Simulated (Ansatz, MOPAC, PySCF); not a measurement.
N2 (SMILES N#N) and HI (SMILES I) are pulled apart as rigid monomers along the line of their centres of mass, from the B3LYP-D3(BJ)/def2-TZVP minimum. Starting geometry (charge 0, multiplicity 1):
```csv
atom,x (Å),y (Å),z (Å)
N,0.1017,0.1100,-1.0051
N,0.2101,0.1195,0.0801
I,0.5059,0.1592,4.2894
H,0.4214,0.1429,2.6765
```

Interaction energies with rigid monomers; basis-set methods are counterpoise corrected unless marked otherwise.

Rows in STO-3G carry no dispersion term and start afresh at each structure; the Pople sets are all-electron and without relativity. The state reached by AM1 isn't checked.

Run with Ansatz (a first-principles code) with Gaussian orbitals; MOPAC for AM1 (differences of heats of formation); PySCF for STO-3G rows, the dispersion terms. Each number belongs to the level named beside it. In def2 rows elements past Kr take small-core potentials, without spin–orbit coupling.

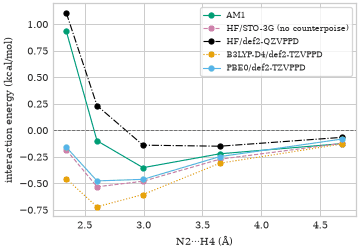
Interaction energy against separation

### Question
Which level binds most strongly at N2···H4 = 2.61, and by how much?

### Answer
B3LYP-D4/def2-TZVPPD, -0.7 kcal/mol.
